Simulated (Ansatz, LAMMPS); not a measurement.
# Molecular dynamics of a frame of liquid (Rb,Li,Cs)Br from 1400 K, run at 600 K (130 atoms)

Wanted: a short trajectory of a frame of liquid (Rb,Li,Cs)Br from 1400 K, run at 600 K (130 atoms) with its pair distributions.

Program: Ansatz 0.2.0. Level of theory: Kohn-Sham DFT, PBE, PAW (set soft_2), plane waves. Results are calculated unless marked as measured.

### Step 1. Starting point

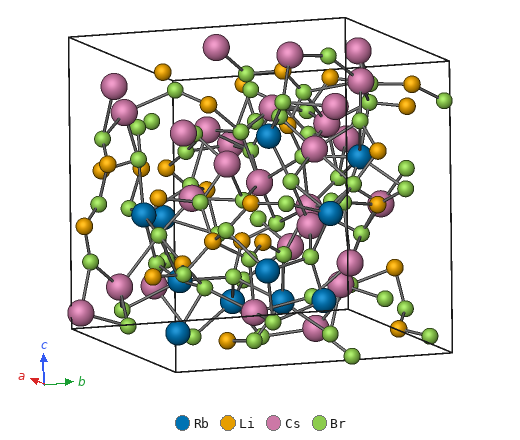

The cell as given, slightly off an axis (rubidium blue, lithium orange, caesium pink, bromine green). Bonds to atoms that aren't drawn are left out. Some periodic images of atoms are drawn too.

The cell holds 130 atoms: 11 Rb, 26 Li, 28 Cs and 65 Br. Cell: a = 18.583 Å, b = 18.583 Å, c = 18.583 Å, α = 90.0°, β = 90.0°, γ = 90.0°. 130 atoms (11 Rb, 26 Li, 28 Cs, 65 Br) placed at random at 2.6 g/cm³, melted at 1800 K for 10 ps at fixed volume with the Lennard-Jones and Coulomb ion parameters for SPC/E (Joung and Cheatham, J. Phys. Chem. B 112, 9020 (2008)), full charges. Snapshot at the end of a hold of 20 ps at 1400 K and fixed volume.

Limits known from the start: The network of bonds at the start is that of the classical potential that made the cell, and needn't be the one that DFT or experiment would give. The cell was made at 1400 K but the dynamics is set to 600 K: the trajectory isn't one at 1400 K. The ion parameters were fitted for water, not for melts, so the starting structure of this cell may lie well off the real melt's. The Brillouin zone is sampled at Γ only, in a cell whose shortest periodic width is 19 Å. Spin–orbit coupling is left out, which matters for the levels of the heavy elements.

### Step 2. Dynamics started at 600 K

A Nosé–Hoover thermostat steers the temperature while disturbing the dynamics little. The time step is 1.0 fs.

input.yaml

```yaml
crystal:
  lattice:
    - [18.5827, 0.0, 0.0]
    - [0.0, 18.5827, 0.0]
    - [0.0, 0.0, 18.5827]
  atoms:
    - { symbol: Rb, position: [0.51557, 0.21131, 0.22342] }
    - { symbol: Rb, position: [0.38412, 0.53114, 0.15] }
    - { symbol: Rb, position: [0.25552, 0.05583, 0.48865] }
    - { symbol: Rb, position: [0.88507, 0.67597, 0.6322] }
    [... 120 atom lines left out ...]
    - { symbol: Br, position: [0.99055, 0.77666, 0.37834] }
    - { symbol: Br, position: [0.21945, 0.92272, 0.60508] }
    - { symbol: Br, position: [0.28397, 0.17026, 0.06804] }
    - { symbol: Br, position: [0.70528, 0.91332, 0.47874] }
    - { symbol: Br, position: [0.31095, 0.67581, 0.03975] }
    - { symbol: Br, position: [0.82015, 0.73065, 0.48302] }
kpoints:
  mp_grid: { grid: [1, 1, 1] }
hamiltonian:
  xc: pbe
scf:
  occupations: { method: gaussian, width: 0.025 }
output:
  forces: true
md:
  timestep: 1.0
  n_steps: 59
  ensemble: nvt_nose_hoover
  temperature: 600
  initial_velocities: maxwell_boltzmann
  seed: 6184
```

Started as:

```sh
ansatz run input.yaml --threads 8 --pin off --max-ram 15872MiB --backend cpu --events-out ev --progress --plain --runs-dir out
```

It took 27 min on 8 threads of Arm Neoverse V2, shared host; peak memory 9.2 GiB.

The program notes that it switched symmetry off.

The trajectory, sampled:

| time (fs) | T (K) | potential (meV/atom) | conserved (meV/atom) |
| --- | --- | --- | --- |
| 0.0 | 600 | 0.0 | 0.00 |
| 4.0 | 605 | -0.7 | 0.00 |
| 8.0 | 619 | -2.4 | 0.00 |
| 12.0 | 639 | -5.0 | 0.00 |
| 16.0 | 664 | -8.2 | 0.00 |
| 20.0 | 692 | -11.9 | 0.00 |
| 24.0 | 720 | -15.6 | -0.01 |
| 28.0 | 744 | -18.9 | -0.01 |
| 31.0 | 759 | -20.9 | -0.01 |
| 35.0 | 774 | -23.2 | -0.01 |
| 39.0 | 787 | -25.3 | -0.01 |
| 43.0 | 800 | -27.5 | -0.01 |
| 47.0 | 814 | -29.9 | -0.01 |
| 51.0 | 825 | -32.2 | -0.01 |
| 55.0 | 833 | -34.2 | -0.01 |
| 59.0 | 840 | -36.2 | 0.00 |

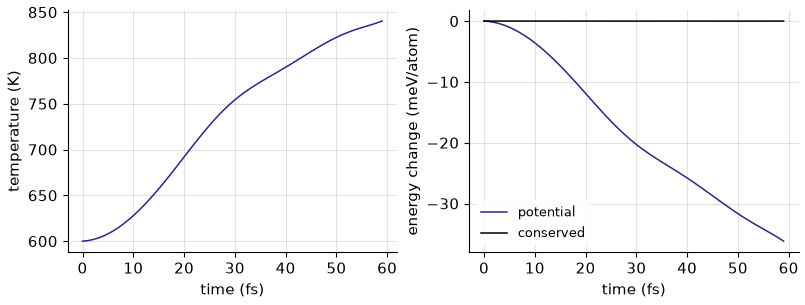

Temperature and energies against time.

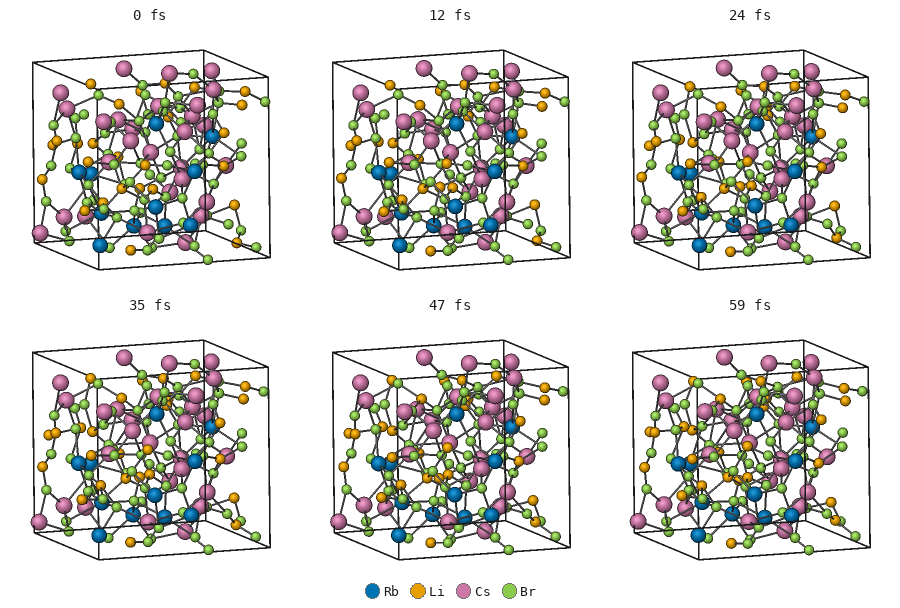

6 frames of the run. Bonds to atoms that aren't drawn are left out.

Mean square displacement from the first frame to the last: Rb 0.063 Å², Li 0.57 Å², Cs 0.052 Å², Br 0.066 Å².

Table of mean square displacement by time lag:

| time lag (fs) | Br (Å²) | Cs (Å²) | Li (Å²) | Rb (Å²) |
| --- | --- | --- | --- | --- |
| 5 | 5.2e-4 | 4.1e-4 | 0.00718 | 4.7e-4 |
| 10 | 0.00208 | 0.00162 | 0.0284 | 0.00188 |
| 15 | 0.00466 | 0.00365 | 0.0628 | 0.00424 |
| 20 | 0.00824 | 0.00647 | 0.109 | 0.00753 |
| 25 | 0.0128 | 0.0101 | 0.163 | 0.0117 |
| 30 | 0.0183 | 0.0144 | 0.225 | 0.0169 |

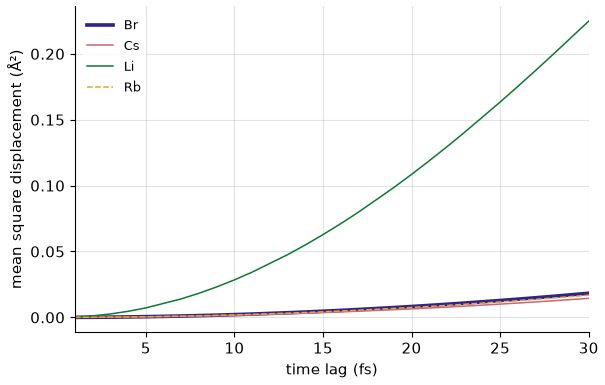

Mean square displacement against time lag.

Over the second half of 59 fs the temperature averages 803 K, rising from about 766 to 835 K (means over the first and last quarter of that half). The conserved energy stays within 0.01 meV/atom. From first frame to last Li has the largest mean square displacement, 0.57 Å² at the end; the farthest move is 1.34 Å. The mean temperature of 803 K lies well off the 600 K of the input, so the thermostat hasn't yet brought the run to equilibrium. The run spans 0.06 ps, too short for its means to be equilibrium values.

### Step 3. Structure statistics late in the run

The g(r) is a mean over the second half; what follows it is taken at the last frame.

Density 2.60 g/cm³, 49.36 Å³ an atom.

Mean of 16 frames. Pair distribution functions g(r), in bins of 0.2 Å:

| r (Å) | total | Br-Br | Br-Cs | Br-Li | Br-Rb | Cs-Cs | Cs-Li |
| --- | --- | --- | --- | --- | --- | --- | --- |
| 2.00 | 0.01 | 0.00 | 0.00 | 0.07 | 0.00 | 0.00 | 0.00 |
| 2.20 | 0.48 | 0.00 | 0.00 | 2.42 | 0.00 | 0.00 | 0.00 |
| 2.40 | 1.27 | 0.00 | 0.00 | 6.37 | 0.00 | 0.00 | 0.00 |
| 2.60 | 1.13 | 0.00 | 0.00 | 5.63 | 0.00 | 0.00 | 0.00 |
| 2.80 | 0.41 | 0.00 | 0.00 | 1.95 | 0.00 | 0.00 | 0.00 |
| 3.00 | 0.42 | 0.00 | 0.36 | 1.00 | 1.42 | 0.00 | 0.00 |
| 3.20 | 1.01 | 0.05 | 2.63 | 0.62 | 3.33 | 0.00 | 0.00 |
| 3.40 | 1.08 | 0.06 | 3.24 | 0.70 | 2.33 | 0.00 | 0.07 |
| 3.60 | 1.10 | 0.01 | 2.67 | 0.36 | 3.44 | 0.36 | 0.34 |
| 3.80 | 1.24 | 1.20 | 2.20 | 0.42 | 2.48 | 0.57 | 0.64 |
| 4.00 | 1.02 | 1.45 | 1.22 | 0.51 | 0.97 | 0.00 | 0.90 |
| 4.20 | 1.07 | 1.79 | 0.82 | 0.53 | 0.92 | 0.78 | 1.22 |
| 4.40 | 1.07 | 1.61 | 0.78 | 0.51 | 0.93 | 1.35 | 1.72 |
| 4.60 | 1.14 | 1.79 | 0.69 | 0.59 | 0.50 | 0.89 | 1.35 |
| 4.80 | 0.98 | 1.23 | 0.58 | 0.44 | 0.29 | 2.50 | 1.77 |
| 5.00 | 1.04 | 1.27 | 0.74 | 0.79 | 0.44 | 1.42 | 1.65 |
| 5.20 | 1.09 | 1.41 | 0.62 | 0.66 | 0.52 | 1.00 | 2.21 |
| 5.40 | 1.01 | 0.68 | 0.76 | 1.04 | 0.86 | 1.67 | 1.67 |
| 5.60 | 1.03 | 0.97 | 0.93 | 1.10 | 0.30 | 0.85 | 1.81 |
| 5.80 | 0.87 | 0.93 | 0.89 | 1.05 | 0.63 | 0.94 | 1.01 |
| 6.00 | 0.89 | 0.91 | 0.77 | 1.22 | 0.61 | 0.66 | 1.05 |
| 6.20 | 1.04 | 1.32 | 0.80 | 1.16 | 1.31 | 0.93 | 0.81 |
| 6.40 | 1.08 | 1.06 | 1.19 | 1.42 | 0.97 | 0.83 | 0.88 |
| 6.60 | 1.01 | 0.86 | 0.97 | 1.17 | 0.99 | 1.88 | 0.88 |
| 6.80 | 0.88 | 0.67 | 1.10 | 1.05 | 1.15 | 0.42 | 0.78 |
| 7.00 | 0.92 | 0.84 | 1.12 | 1.03 | 0.76 | 0.98 | 0.99 |
| 7.20 | 1.09 | 0.75 | 1.46 | 1.06 | 1.54 | 0.85 | 0.95 |
| 7.40 | 1.04 | 1.07 | 1.29 | 0.86 | 1.19 | 1.12 | 0.91 |

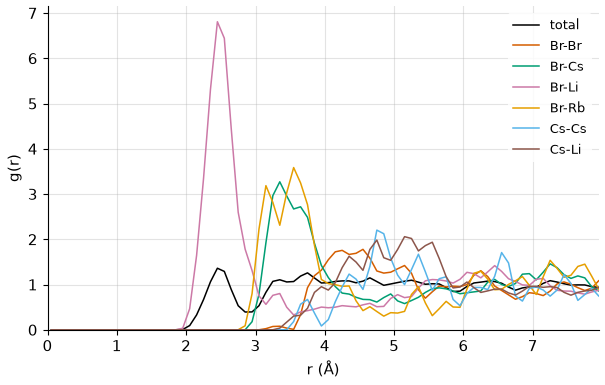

Pair distribution functions, lightly smoothed.

Bonds by pair of elements; cutoffs follow the first minimum of g(r), held within bounds set by covalent radii, and pairs that aren't listed don't count as bonded:

| pair A-B | cutoff (Å) | bonds | mean length (Å) | spread (Å) | shortest (Å) | B about A | A about B |
| --- | --- | --- | --- | --- | --- | --- | --- |
| Br-Cs | 4.26 | 119 | 3.63 | 0.288 | 3.09 | 1.83 | 4.25 |
| Br-Li | 3.12 | 74 | 2.53 | 0.206 | 2.02 | 1.14 | 2.85 |
| Br-Rb | 3.98 | 46 | 3.5 | 0.263 | 3.02 | 0.708 | 4.18 |

The cutoffs for Br-Cs and Br-Rb fall short of the minimum of g(r), so counts run low and odd coordinations can be artefacts.

How many atoms have how many bonded neighbours:

| element | mean | 1 | 2 | 3 | 4 | 5 | 6 |
| --- | --- | --- | --- | --- | --- | --- | --- |
| Br | 3.68 | 1 | 3 | 23 | 27 | 11 | 0 |
| Cs | 4.25 | 0 | 1 | 4 | 11 | 11 | 1 |
| Li | 2.85 | 1 | 2 | 23 | 0 | 0 | 0 |
| Rb | 4.18 | 0 | 1 | 2 | 4 | 2 | 2 |

Bond angles (no mean is given where the spread exceeds 20°):

| angle | count | mean (°) | spread (°) |
| --- | --- | --- | --- |
| Br-Cs-Br | 204 | - | - |
| Cs-Br-Li | 114 | - | - |
| Cs-Br-Cs | 85 | - | - |
| Br-Rb-Br | 81 | - | - |
| Br-Li-Br | 71 | 115 | 15.5 |

Bond length by coordination (bonds to H left out):

| element | coordination | atoms | mean bond length (Å) |
| --- | --- | --- | --- |
| Br | 1 | 1 | 3.58 |
| Br | 2 | 3 | 2.79 |
| Br | 3 | 23 | 3.22 |
| Br | 4 | 27 | 3.25 |
| Br | 5 | 11 | 3.40 |
| Cs | 2 | 1 | 3.53 |
| Cs | 3 | 4 | 3.49 |
| Cs | 4 | 11 | 3.62 |
| Cs | 5 | 11 | 3.67 |
| Cs | 6 | 1 | 3.65 |
| Li | 1 | 1 | 2.54 |
| Li | 2 | 2 | 2.30 |
| Li | 3 | 23 | 2.54 |
| Rb | 2 | 1 | 3.24 |
| Rb | 3 | 2 | 3.55 |
| Rb | 4 | 4 | 3.44 |
| Rb | 5 | 2 | 3.57 |
| Rb | 6 | 2 | 3.54 |

### Step 4. Single point at the last frame

The last frame is solved again with fuller output, to read the electronic structure of a thermally displaced geometry.

input.yaml

```yaml
crystal:
  lattice:
    - [18.5827, 0.0, 0.0]
    - [0.0, 18.5827, 0.0]
    - [0.0, 0.0, 18.5827]
  atoms:
    - { symbol: Rb, position: [0.51361, 0.21536, 0.22723] }
    - { symbol: Rb, position: [0.39627, 0.53549, 0.13907] }
    - { symbol: Rb, position: [0.2408, 0.04603, 0.49449] }
    - { symbol: Rb, position: [0.89988, 0.68334, 0.62678] }
    [... 120 atom lines left out ...]
    - { symbol: Br, position: [0.98665, 0.77971, 0.37755] }
    - { symbol: Br, position: [0.21648, 0.92866, 0.60991] }
    - { symbol: Br, position: [0.27685, 0.15765, 0.06692] }
    - { symbol: Br, position: [0.70804, 0.91757, 0.48689] }
    - { symbol: Br, position: [0.29997, 0.67521, 0.03209] }
    - { symbol: Br, position: [0.82273, 0.73437, 0.48336] }
kpoints:
  mp_grid: { grid: [1, 1, 1] }
hamiltonian:
  xc: pbe
scf:
  occupations: { method: gaussian, width: 0.025 }
output:
  forces: true
  stress: true
  populations: true
  dos:
    method: { smearing: { sigma: 0.1 } }
    de: 0.1
    projected: { site_lists: { Br: [Br], Cs: [Cs], Li: [Li], Rb: [Rb] } }
  eigenvalues: true
  write_density: true
  write_potential: true
  volumetric_format: npy
```

The job ended after 84 s (8 threads; peak memory 8.5 GiB; 11 min of CPU time).

The program notes that the exchange-correlation potential is rough where the density is thin.

Numbers from this run:

* free energy: -381145.6934 eV
* free energy per atom: -2931.8899 eV/atom
* SCF cycles: 8
* pressure: 0.1625 GPa
* r.m.s. force component: 0.367 eV/Å
* longest force: 2.642 eV/Å
* Fermi energy: 1.837 eV
* gap (highest filled to lowest empty level): 2.659 eV
* spilling of the projection: 0.005134

Length of the force by element:

| element | coordination | atoms | mean length of the force (eV/Å) | spread | least | most |
| --- | --- | --- | --- | --- | --- | --- |
| Br | all | 65 | 0.519 | 0.388 | 0.057 | 2.64 |
| Cs | all | 28 | 0.421 | 0.240 | 0.109 | 1.09 |
| Li | all | 26 | 0.681 | 0.434 | 0.277 | 2.46 |
| Rb | all | 11 | 0.366 | 0.147 | 0.124 | 0.600 |

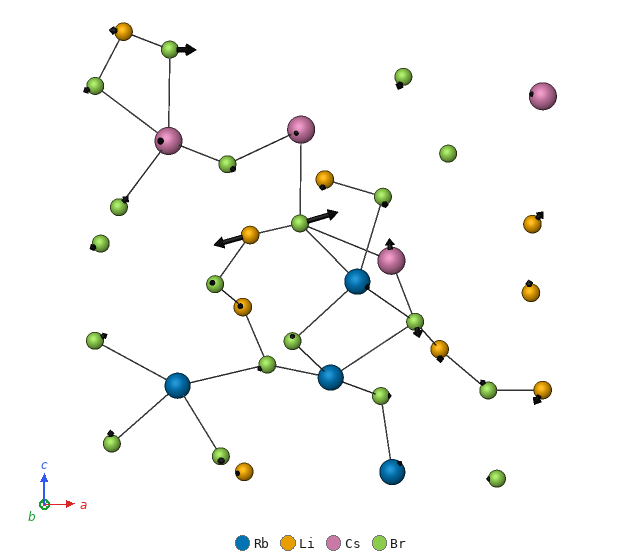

Forces as arrows; the longest in the cell is 2.64 eV/Å. Drawn is a slice 5 Å thick, seen along the normal of the ac plane. Bonds to atoms that aren't drawn are left out.

Löwdin charges by element (they lack the spilled electrons, 0.035 e an atom on average):

| element | coordination | atoms | mean charge (e) | spread | least | most |
| --- | --- | --- | --- | --- | --- | --- |
| Br | all | 65 | -0.674 | 0.0291 | -0.755 | -0.594 |
| Cs | all | 28 | 0.806 | 0.014 | 0.771 | 0.839 |
| Li | all | 26 | 0.665 | 0.0195 | 0.639 | 0.733 |
| Rb | all | 11 | 0.770 | 0.0224 | 0.732 | 0.815 |

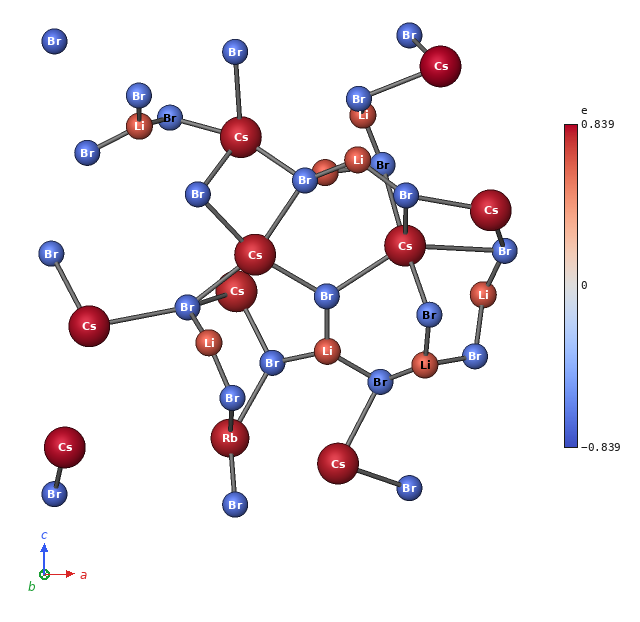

Atoms coloured by Löwdin charge. Drawn is a slice 6 Å thick, seen along the normal of the ac plane. Bonds to atoms that aren't drawn are left out.

States in the cell by windows of 1 eV, zero at the Fermi level; the larger projections on atomic orbitals stand beside the total:

| from (eV) | to (eV) | total | Br p | Cs p | Cs s | Rb p |
| --- | --- | --- | --- | --- | --- | --- |
| -14 | -13 | 22.6 | 0.0 | 0.1 | 0.4 | 0.1 |
| -13 | -12 | 11.6 | 0.0 | 0.0 | 0.0 | 11.5 |
| -12 | -11 | 47.1 | 0.3 | 0.1 | 0.0 | 46.1 |
| -11 | -10 | 7.7 | 0.1 | 0.3 | 0.0 | 7.2 |
| -10 | -9 | 100.1 | 1.4 | 97.8 | 0.2 | 0.1 |
| -9 | -8 | 67.6 | 1.0 | 66.0 | 0.1 | 0.0 |
| -8 | -5 | 0.0 | 0.0 | 0.0 | 0.0 | 0.0 |
| -5 | -4 | 8.0 | 7.3 | 0.0 | 0.0 | 0.0 |
| -4 | -3 | 131.9 | 123.3 | 1.0 | 1.7 | 0.1 |
| -3 | -2 | 199.0 | 191.5 | 1.3 | 1.6 | 0.3 |
| -2 | -1 | 51.1 | 49.7 | 0.2 | 0.3 | 0.0 |
| -1 | 1 | 0.0 | 0.0 | 0.0 | 0.0 | 0.0 |
| 1 | 2 | 6.5 | 0.3 | 0.0 | 2.5 | 0.0 |
| 2 | 3 | 41.4 | 2.3 | 0.2 | 14.2 | 0.0 |
| 3 | 4 | 126.0 | 3.0 | 0.2 | 14.0 | 0.0 |

Between -26 and -14 eV lie 163 more states.

About 74 of the 884 electrons lie in deeper levels, below the stored range.

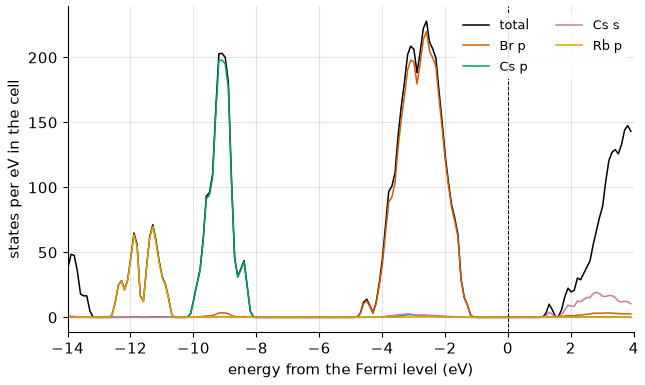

Total and projected density of states, with the broadening of the input.

The levels nearest the highest filled one (over half full), pooled over k-points and spins:

| level less the highest filled one (eV) | occupation |
| --- | --- |
| -0.308 | 2 |
| -0.264 | 2 |
| -0.255 | 2 |
| -0.244 | 2 |
| -0.135 | 2 |
| 0 | 2 |
| 2.66 | 0 |
| 3.12 | 0 |
| 3.24 | 0 |
| 3.29 | 0 |
| 3.43 | 0 |
| 3.54 | 0 |

Mean Löwdin charges: Br -0.67, Cs +0.81, Li +0.66, Rb +0.77 e (they miss 0.51 % of the electrons, so they add up to more than the cell's charge). The largest share in the top eV of filled states is Br p (98 % of the projected weight), and in the lowest eV of empty states Cs s (46 % of the projected weight).

### Step 5. Outcome

```yaml
mean_temperature_second_half: 802.7 K
temperature_swing_second_half: 26.25 K
slope_of_the_conserved_energy_against_time_by_least_squares: -0.1346 meV/atom/ps
free_energy_per_atom: -2931.8899 eV/atom
pressure: 0.1625 GPa
r_m_s_force_component: 0.367 eV/Å
spacing_of_highest_filled_and_lowest_empty_level: 2.659 eV
wall_time_of_the_2_dft_runs: 28 min
```

**Reading.** Over the second half of 59 fs the temperature averages 803 K, rising from about 766 to 835 K (means over the first and last quarter of that half). The conserved energy stays within 0.01 meV/atom. The mean temperature of 803 K lies well off the 600 K of the input, so the thermostat hasn't yet brought the run to equilibrium. The run spans 0.06 ps, too short for its means to be equilibrium values. The highest filled and lowest empty levels differ by 2.66 eV (at Γ alone); a semilocal functional tends to put such gaps too low. In a disordered cell it changes from sample to sample and from frame to frame.

**Limits.** The pressure of a single frame lacks the kinetic term, about 0.22 GPa here.

[Logs are printed without paths, hosts, clocks, repeated set-up lines and the standing remarks that a program may print on its own settings, such as how far it seeks lower states.]

[Hosts, paths, dates, database ids (printed as entryN), source tags and the programs' standing remarks are cut or masked in the printed files.]
